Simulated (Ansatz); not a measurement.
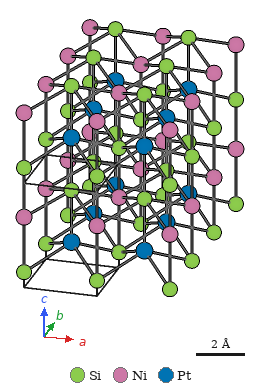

This is the input geometry for a relaxation of solid Si₂NiPt (a generated structure, set up in P4mm). Style: ball-and-stick. Shown: the cell of the calculation, repeated 2 × 3 × 2 with one cell outlined, from a free direction.

These are results of DFT PBE, scalar-relativistic, plane waves, PAW in Ansatz 0.2.0, not measurements.

Input
```yaml
crystal:
  lattice:
    - [3.2336901825, 0.0, 0.0]
    - [0.0, 3.2336901825, 0.0]
    - [0.0, 0.0, 4.8064476946]
  atoms:
    - { symbol: Si, position: [0.5, 0.5, 0.8369153069] }
    - { symbol: Si, position: [0.0, 0.0, 0.1474721358] }
    - { symbol: Ni, position: [0.0, 0.0, 0.6743329078] }
    - { symbol: Pt, position: [0.5, 0.5, 0.3412796495] }
basis:
  ecutwfc: 420
kpoints:
  mp_grid: { grid: [14, 14, 10] }
hamiltonian:
  xc: pbe
scf:
  occupations: { method: gaussian, width: 0.1 }
output:
  forces: true
  stress: true
  eigenvalues: true
relax:
  adjacent_minimum: "off"
  f_tol: 0.01
  max_steps: 30
  cell: { stress_tol: 0.1, fix: [volume] }
```

Command:
```bash
ansatz run input.yaml --threads 4 --pin off --max-ram 8192MiB --backend cpu --events-out ev --progress --plain --runs-dir out
```

Question: Where does the relaxation end?

Answer: Si2 moves most relative to the cell: 0.012 Å along −c. By element the largest moves are Si 0.012 Å, Pt 0.008 Å, Ni 0.003 Å. The drawn cell changes at constant volume: a = b 3.234 → 3.225 Å (−0.3 %), c 4.806 → 4.832 Å (+0.5 %). Some distances before and after: Si2–Ni3 2.532 → 2.555 Å, Si1–Pt4 2.424 → 2.439 Å, Si1–Pt4 (another image) 2.382 → 2.393 Å, Si2–Pt4 2.469 → 2.473 Å. The space group stays P4mm (No. 99). Over 4 accepted moves (6 points after the start) the energy falls by 0.9 meV per atom. Largest force component: 0.13 eV/Å at the start, 0.00055 eV/Å at the end. Pressure: 12.74 GPa at the start and 12.04 GPa at the end. The line search rejected the trial step at point 3 of the run. At 1 point the geometry stayed and the basis and grid were re-selected for the new cell (energy shift of less than 0.05 meV per atom at most each time).

Step by step:

```csv
step,"E − E(0), meV/atom","largest force component, eV/Å","pressure, GPa",note
0,0.00,0.1288,12.74,
1,-0.79,0.0345,12.20,
2,-0.85,0.0280,12.07,
3,-0.83,0.0493,12.06,rejected
4,-0.86,0.0110,12.06,
5,-0.87,0.0006,12.04,
6,-0.87,0.0006,12.04,"same geometry, new basis"
```

Final geometry:

```
Si Ni Pt
1.0
     3.22503    0.00000    0.00000
     0.00000    3.22503    0.00000
     0.00000    0.00000    4.83228
Si Ni Pt
2 1 1
Direct
  0.50000 0.50000 0.83830
  0.00000 0.00000 0.14499
  0.00000 0.00000 0.67371
  0.50000 0.50000 0.34300
```
